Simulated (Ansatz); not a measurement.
# InHSeClF (SMILES [F][In]([Cl])[SeH]) at 6 levels

Aim: a comparison of 6 runs (HF/3-21G, CAM-B3LYP/STO-3G, PBE/def2-SVP, PBE0/def2-SVP, B3LYP/def2-TZVP, CCSD(T)/STO-3G) of InHSeClF. 

The calculation is run with Ansatz 0.2.0.

5 further runs of the same task are left out: 2 for a known fault of the program, 1 that didn't finish, 2 set aside as unsound or not needed.

### 1 Starting point

The species is InHSeClF (5 atoms), meant as a singlet with charge 0. As SMILES, `[F][In]([Cl])[SeH]`. The shape is that of a PBE0-D4/def2-TZVP optimisation. This is one conformer, not always the lowest.

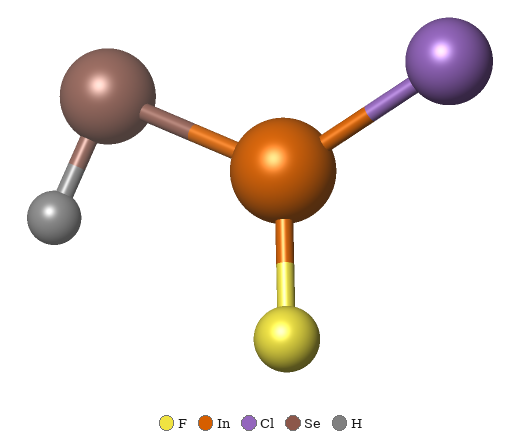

The structure, seen from a chosen angle (fluorine yellow, indium orange, chlorine purple, selenium brown, hydrogen grey).

### 2 Energy and gradient at HF/3-21G (run 1)

File job.yaml:

```yaml
basis:
  gaussian: {orbitals: 3-21G-spherical.json}
crystal:
  periodic: [false, false, false]
  atoms:
    - {symbol: F, position_ang: [-0.925700, -0.786600, 1.633400]}
    - {symbol: In, position_ang: [0.361200, -0.417700, 0.231700]}
    - {symbol: Cl, position_ang: [2.285900, -1.669600, 0.364100]}
    - {symbol: Se, position_ang: [-0.189500, 1.283900, -1.466400]}
    - {symbol: H, position_ang: [-1.482100, 1.516200, -0.804100]}
hamiltonian: {xc: hf}
accuracy: high
output: {forces: true, orbitals: {seedname: orbitals}}
```

The basis set 3-21G is read from a file made from the Basis Set Exchange's data (not shown).

Command:

```
$ ansatz run job.yaml --threads 1 --pin off --max-ram 2610MiB --events-out events.jsonl --progress --plain --runs-dir runs
```

Standard output:

```text
Warning: RAYON_NUM_THREADS=1 ignored (pool sized by the plan → 1); use --threads N
Functional definition: HF
  name "HF"
  exchange = exact_x
  correlation = 0
1459 factors; integrals over basis functions are off by at most 1.9e-8 eV
mean field evaluation 1: about -235651.4565 eV, gradient 3.3e1 eV
mean field evaluation 2: about -235651.6116 eV, gradient 3.3e1 eV
mean field evaluation 4: about -235654.0385 eV, gradient 1.6e0 eV
mean field evaluation 8: about -235654.0671 eV, gradient 1.9e-1 eV
mean field evaluation 16: about -235654.0675 eV, gradient 1.4e-8 eV
mean field -235654.06745944 eV, -8660.1272470707 hartree, gradient 1.7e-8 eV, S^2 0.000000; 0 other end points of the search recorded, 0 dependent functions left out
the calculation of the forces begins
reference -235654.06745944 eV, -8660.1272470707 hartree; 55, 55 occupied and 22, 22 virtual orbitals, 1459 factors
Total energy: -235654.06745944 eV, -8660.1272470707 hartree
Atom 0 at    -0.925700    -0.786600     1.633400 Å, force     0.605585     0.182595    -0.670743 eV/Å
Atom 1 at     0.361200    -0.417700     0.231700 Å, force    -1.529017    -0.150243     1.309486 eV/Å
Atom 2 at     2.285900    -1.669600     0.364100 Å, force     1.295556    -0.834030     0.078501 eV/Å
Atom 3 at    -0.189500     1.283900    -1.466400 Å, force    -0.226541     0.623269    -0.603823 eV/Å
Atom 4 at    -1.482100     1.516200    -0.804100 Å, force    -0.145583     0.178408    -0.113421 eV/Å
Dipole moment:    -0.289758     0.345773    -0.214347 e Å
```

Wall time 4.8 s (1 thread of Arm Neoverse V2, shared host).

### 3 Energy and forces at CAM-B3LYP/STO-3G (run 2)

Edit job.yaml of step 2 so:

```diff
@@ -1,3 +1 @@
-basis:
-  gaussian: {orbitals: 3-21G-spherical.json}
 crystal:
@@ -10,4 +8,12 @@
     - {symbol: H, position_ang: [-1.482100, 1.516200, -0.804100]}
-hamiltonian: {xc: hf}
+basis:
+  gaussian:
+    orbitals: STO-3G
+magnetization:
+  spin_polarized: false
+hamiltonian:
+  xc: {name: CAM-B3LYP}
 accuracy: high
-output: {forces: true, orbitals: {seedname: orbitals}}
+output:
+  forces: true
+  orbitals: {seedname: orbitals}
```

Command:

```
$ ansatz run job.yaml --threads 1 --pin off --max-ram 2610MiB --events-out events.jsonl --progress --plain --runs-dir runs
```

Standard output:

```text
Warning: RAYON_NUM_THREADS=1 ignored (pool sized by the plan → 1); use --threads N
Functional definition: CAM-B3LYP
  name "CAM-B3LYP"
  parameter alpha = 0.19
  parameter beta = 0.46
  parameter omega = 0.33/bohr
  parameter ac = 0.81
  exchange = (1 - alpha - beta)*b88_x + beta*b88_x_sr(omega) + alpha*exact_x + beta*exact_x_lr(omega)
  correlation = (1 - ac)*vwn5_c + ac*lyp_c
1062 factors; integrals over basis functions are off by at most 4.8e-8 eV
241 factors; integrals over basis functions are off by at most 1.9e-9 eV
mean field evaluation 1: about -234402.4276 eV, gradient 2.3e1 eV
mean field evaluation 2: about -234400.6526 eV, gradient 4.0e1 eV
mean field evaluation 4: about -234405.5650 eV, gradient 1.0e0 eV
mean field evaluation 8: about -234405.5352 eV, gradient 9.2e-3 eV
mean field evaluation 16: about -234405.5352 eV, gradient 5.1e-7 eV
mean field -234405.53517165 eV, -8614.2445317796 hartree, gradient 6.7e-8 eV, S^2 0.000000; 0 other end points of the search recorded, 0 dependent functions left out
the calculation of the forces begins
reference -234405.53518701 eV, -8614.2445323444 hartree; 55, 55 occupied and 5, 5 virtual orbitals, 1062 factors
Total energy: -234405.53518701 eV, -8614.2445323444 hartree
Atom 0 at    -0.925700    -0.786600     1.633400 Å, force     1.384986     0.344177    -1.443258 eV/Å
Atom 1 at     0.361200    -0.417700     0.231700 Å, force    -0.754613     0.006729     0.546173 eV/Å
Atom 2 at     2.285900    -1.669600     0.364100 Å, force    -0.920324     0.609565    -0.076763 eV/Å
Atom 3 at    -0.189500     1.283900    -1.466400 Å, force    -0.074725    -0.991348     1.279711 eV/Å
Atom 4 at    -1.482100     1.516200    -0.804100 Å, force     0.364675     0.030878    -0.305863 eV/Å
Dipole moment:    -0.526257     0.215273     0.120725 e Å
```

Wall time 7.5 s (1 thread of Arm Neoverse V2, shared host).

Runs 3 to 5 aren't shown in full; the table further down has their settings and results.

### 4 Energy and gradient at CCSD(T)/STO-3G (run 6)

File molecule.yaml:

```yaml
crystal:
  periodic: [false, false, false]
  atoms:
    - symbol: F
      position_ang: [-0.925700, -0.786600, 1.633400]
    - symbol: In
      position_ang: [0.361200, -0.417700, 0.231700]
    - symbol: Cl
      position_ang: [2.285900, -1.669600, 0.364100]
    - symbol: Se
      position_ang: [-0.189500, 1.283900, -1.466400]
    - symbol: H
      position_ang: [-1.482100, 1.516200, -0.804100]
basis:
  gaussian: {orbitals: STO-3G}
correlation: {method: ccsd_t, frozen_orbitals: {Cl: 5, F: 1, H: 0, In: 18, Se: 9}}
accuracy: high
scf: {omitted_lower_state_checks: [cluster_reference, increment]}
output: {forces: true, orbitals: {seedname: orbitals}}
```

Command:

```
$ ansatz run molecule.yaml --threads 1 --pin off --max-ram 2610MiB --events-out events.jsonl --progress --plain --runs-dir runs
```

Standard output:

```text
Warning: RAYON_NUM_THREADS=1 ignored (pool sized by the plan → 1); use --threads N
[... 4 set-up lines as earlier in the session ...]
these checks for a lower state are left out or cut short: cluster_reference, increment
1062 factors; integrals over basis functions are off by at most 4.8e-8 eV
mean field evaluation 1: about -234281.3121 eV, gradient 2.1e1 eV
mean field evaluation 2: about -234281.3762 eV, gradient 2.1e1 eV
mean field evaluation 4: about -234284.2643 eV, gradient 1.5e0 eV
mean field evaluation 8: about -234284.2811 eV, gradient 4.9e-4 eV
mean field -234284.28107396 eV, -8609.7885258785 hartree, gradient 1.9e-8 eV, S^2 0.000000; 0 other end points of the search recorded, 0 dependent functions left out
33 core orbitals not correlated: weight in the atoms' cores, before any rotation towards them, 1.000 or more for the frozen orbitals, at most 0.000 for the correlated occupied ones
reference -234284.28107396 eV, -8609.7885258785 hartree; 22, 22 occupied and 5, 5 virtual orbitals, 1062 factors
second order -1.72552313 eV of doubles, -0.00000000 eV of singles
cycle   1  -1.93183791 eV  change   -2.1e-1 eV  update   9.9e-2
cycle   2  -2.13662297 eV  change   -2.0e-1 eV  update   3.7e-2
cycle   3  -2.20657282 eV  change   -7.0e-2 eV  update   2.3e-2
cycle   4  -2.20849839 eV  change   -1.9e-3 eV  update   3.7e-3
cycle   5  -2.20742520 eV  change    1.1e-3 eV  update   1.8e-3
cycle   6  -2.20755401 eV  change   -1.3e-4 eV  update   6.5e-4
cycle   7  -2.20761585 eV  change   -6.2e-5 eV  update   2.9e-4
cycle   8  -2.20749442 eV  change    1.2e-4 eV  update   1.1e-4
cycle   9  -2.20745893 eV  change    3.5e-5 eV  update   3.9e-5
cycle  10  -2.20747637 eV  change   -1.7e-5 eV  update   1.4e-5
cycle  11  -2.20747829 eV  change   -1.9e-6 eV  update   4.7e-6
cycle  12  -2.20748009 eV  change   -1.8e-6 eV  update   2.0e-6
cycle  13  -2.20747931 eV  change    7.8e-7 eV  update   7.8e-7
cycle  14  -2.20747886 eV  change    4.5e-7 eV  update   2.8e-7
cycle  15  -2.20747888 eV  change   -1.6e-8 eV  update   7.8e-8
cycle  16  -2.20747891 eV  change   -3.4e-8 eV  update   4.0e-8
cycle  17  -2.20747893 eV  change   -1.7e-8 eV  update   2.4e-8
cycle  18  -2.20747861 eV  change    3.2e-7 eV  update   9.6e-8
cycle  19  -2.20747858 eV  change    3.0e-8 eV  update   4.6e-8
cycle  20  -2.20747856 eV  change    1.8e-8 eV  update   1.3e-8
cycle  21  -2.20747856 eV  change   6.8e-10 eV  update   5.1e-9
perturbative correction -0.15320836 eV, -0.0056303033 hartree
the calculation of the forces begins
Total energy: -234286.64176087 eV, -8609.8752795225 hartree
Atom 0 at    -0.925700    -0.786600     1.633400 Å, force     0.702594     0.166284    -0.721887 eV/Å
Atom 1 at     0.361200    -0.417700     0.231700 Å, force    -0.552130    -0.121269     0.555568 eV/Å
Atom 2 at     2.285900    -1.669600     0.364100 Å, force    -0.268252     0.229090    -0.085855 eV/Å
Atom 3 at    -0.189500     1.283900    -1.466400 Å, force     0.210185    -0.368708     0.301083 eV/Å
Atom 4 at    -1.482100     1.516200    -0.804100 Å, force    -0.092396     0.094604    -0.048908 eV/Å
Dipole moment:    -0.521408     0.213169     0.119774 e Å
Checks for a lower state left out: cluster_reference, increment
```

Wall time 7.5 s (1 thread of Arm Neoverse V2, shared host).

### 5 All runs side by side

| run | level | core potential | frozen core orbitals | energy (Eh) | dipole moment (D) | HOMO energy (eV) | LUMO energy (eV) | wall time |
| --- | --- | --- | --- | --- | --- | --- | --- | --- |
| 1 | HF/3-21G | none | – | -8660.127247 | 2.40 | -10.56 | 0.72 | 4.8 s |
| 2 | CAM-B3LYP/STO-3G | none | – | -8614.244532 | 2.79 | -6.08 | 2.84 | 7.5 s |
| 3 | PBE/def2-SVP (core potential) | def2-SVP | – | -3151.280056 | 2.25 | -6.68 | -3.22 | 10 s |
| 4 | PBE0/def2-SVP (core potential) | def2-SVP | – | -3151.393930 | 2.32 | -7.90 | -2.41 | 14 s |
| 5 | B3LYP/def2-TZVP (core potential) | def2-TZVP | – | -3152.632392 | 2.48 | -7.78 | -2.88 | 31 s |
| 6 | CCSD(T)/STO-3G | none | 33 | -8609.875280 | 2.77 | -7.73 | 5.18 | 7.5 s |

### 6 What came out

| quantity | value |
| --- | --- |
| run 6: total energy | -8609.87528 Eh |
| run 6: dipole moment (correlated density) | 2.77 D |
| run 6: HOMO energy (Hartree–Fock orbitals) | -7.73 eV |
| run 6: LUMO energy (Hartree–Fock orbitals) | 5.18 eV |
| run 6: HOMO–LUMO gap (Hartree–Fock orbitals) | 12.92 eV |
| run 6: correlation energy (33 core orbitals frozen) | -86.8 mEh |
| run 6: (T) correction | -5.63 mEh |
| run 6: T1 diagnostic | 0.013 |
| run 6: largest force on an atom | 1.021 eV/Å |

**Reading.** The dipole moment (its size) runs from 2.25 D (PBE/def2-SVP) to 2.79 D (CAM-B3LYP/STO-3G). The two ends differ in method and basis and core potential. Over runs 1, 2, 3, 4, 5 the HOMO–LUMO gap runs from 3.45 eV (PBE/def2-SVP) to 11.28 eV (HF/3-21G). Totals of different functionals can't be ranked against each other. Some runs of one species differ in core potentials or relativity; totals across that change don't compare. In runs 2, 6 the basis is minimal, so the values are rough. In runs 1, 2, 6 relativity is left out where basis or elements ask for it. All runs together took 75 s, the longest 31 s.
